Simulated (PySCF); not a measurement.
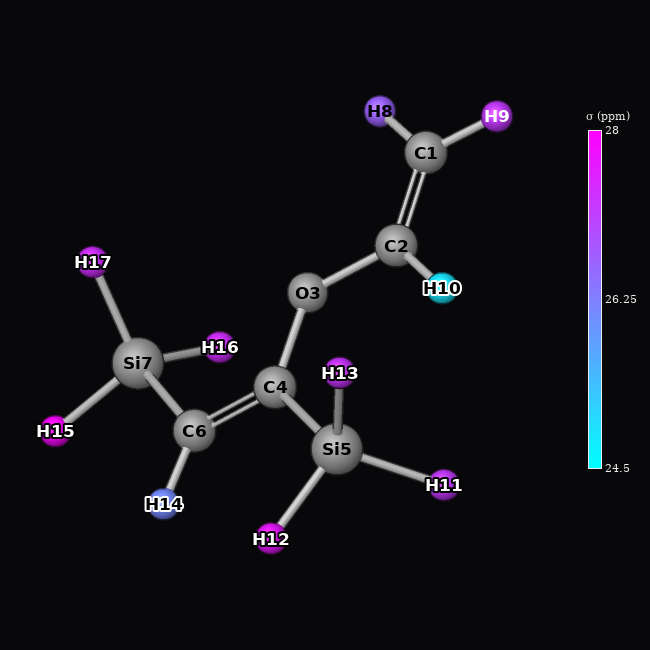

Atoms are coloured by their isotropic NMR shieldings (H only, the others grey). Computed geometry: GFN2-xTB optimisation. No frequency run is at hand to confirm it as a minimum. Level of theory: GIAO PBE0/pcSseg-1 NMR shielding, non-relativistic, gas phase (PySCF 2.14.0).

**Which H atom is the most shielded (lowest chemical shift)?**

H15 (27.91 ppm).

**Which H atom is the least shielded (highest chemical shift)?**

H10 (24.85 ppm).

**How wide is the range of H shifts?**

3.06 ppm.

Give the isotropic NMR shieldings of the H atoms atom by atom.

| atom | σ (ppm) |
| --- | --- |
| H8 | 26.65 |
| H9 | 27.20 |
| H10 | 24.85 |
| H11 | 27.21 |
| H12 | 27.68 |
| H13 | 27.27 |
| H14 | 26.11 |
| H15 | 27.91 |
| H16 | 27.38 |
| H17 | 27.36 |

The geometry is semi-empirical. Around Si such bond lengths and angles can be off by a tenth of an ångström or more and by several degrees, and values that hang on the shape move with them.
